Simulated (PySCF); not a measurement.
C2H6OSSi (SMILES CC(=O)[SiH2]S)

```tsv
atom	x (Å)	y (Å)	z (Å)
C	-1.6054	-0.2444	-0.2686
C	-0.2548	-0.4405	0.3583
O	-0.0899	-1.1576	1.3205
Si	1.2914	0.4921	-0.3904
S	2.9230	-0.3303	0.6958
H	-1.8494	0.8292	-0.3177
H	-1.5809	-0.6119	-1.3079
H	-2.3749	-0.7842	0.3007
H	1.3683	0.2443	-1.8615
H	1.0879	1.9595	-0.1865
H	1.9994	-0.9916	1.4539
```

Geometry: PBE0-D3(BJ)/def2-SVP.

The calculation used PySCF 2.14.0, PBE0/pcSseg-1, SCF density, gas phase, non-relativistic.

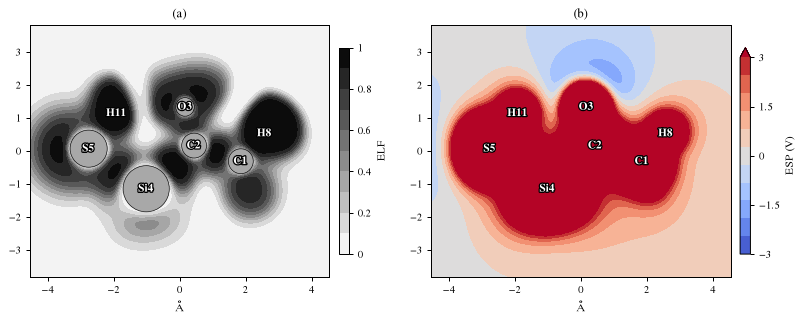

Figure 1. (a) electron localisation function; (b) molecular electrostatic potential on the plane of atoms C2, Si4 and S5. Grey discs cover the atomic cores in the ELF map.

Interpret the plot.

Answer. The plane passes through C, O, Si, S and H nuclei. C–O (1.21 Å): the ELF peaks at about 0.85 between the atoms (a short, multiple covalent bond). C–C (1.50 Å): the ELF peaks at about 0.95 between the atoms, as expected for localised, covalent bonding. C–Si (1.95 Å): the ELF peaks at about 1 between the atoms: a shared electron pair. Si–S (2.13 Å): the ELF peaks at about 0.90 between the atoms: a covalent bond. C–H (1.10 Å): the ELF climbs to about 1 towards the hydrogen, as it does in any bond to H (a covalent bond by its length). The ELF also peaks beside S5 and O3, away from the bonds: lone-pair regions. Outside the dense part of the molecule the potential is most negative (−1.6 V) near O3.

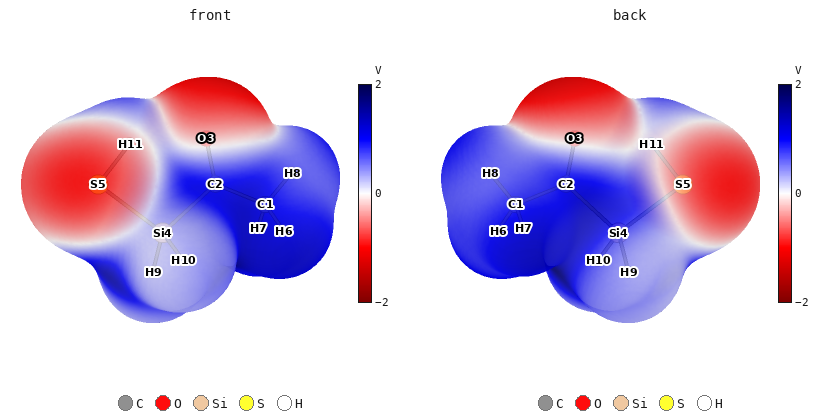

Figure 2. The electrostatic potential painted on the density surface at 0.002 e/bohr³, seen from the front and from behind; red is negative and blue positive.

Which sites attract a positive test charge, and which a negative one?

Answer. A positive charge is drawn to the negative regions and a negative charge to the positive ones. The most negative region (about −1.3 V) lies over O3, the most positive (about +1.7 V) over Si4. O3 is the likeliest acceptor of a hydrogen bond.
